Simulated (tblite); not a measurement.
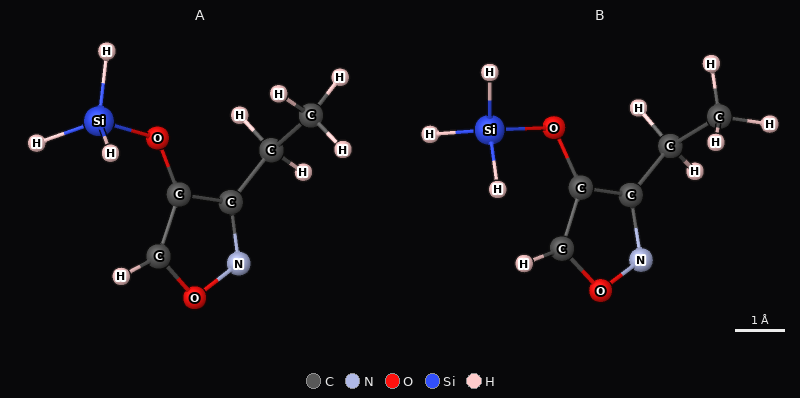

Two geometries of C5H9NO2Si, drawn at one scale. One is the start of a relaxation, the other its converged end. The picture is a ball-and-stick view, seen at a tilt.

Theory: tblite, GFN2-xTB geometry optimisation, gas phase. 

Which geometry has the lower energy?

Answer. Structure A is the relaxed one. Over 166 geometry steps the energy falls by 91.8 kJ/mol. The atom that moves furthest after the best rigid fit is an H atom (1.23 Å). By element the largest moves are H 1.23 Å, O 0.36 Å, N 0.27 Å, Si 0.26 Å, C 0.25 Å. Among the contacts that change: O–Si 1.735 → 1.631 Å, C–C 1.343 → 1.431 Å, C–O 1.412 → 1.337 Å, N–O 1.291 → 1.352 Å. Among the angles between lasting bonds that change: C–O–Si 117.1° → 131.5°, O–Si–H 111.3° → 98.1°, H–Si–H 109.2° → 114.2°. Groups turn about C–C by about 55°, O–Si by about 30°. The run took 2.2 s on 1 thread of Arm Neoverse N1, with other jobs on the host.
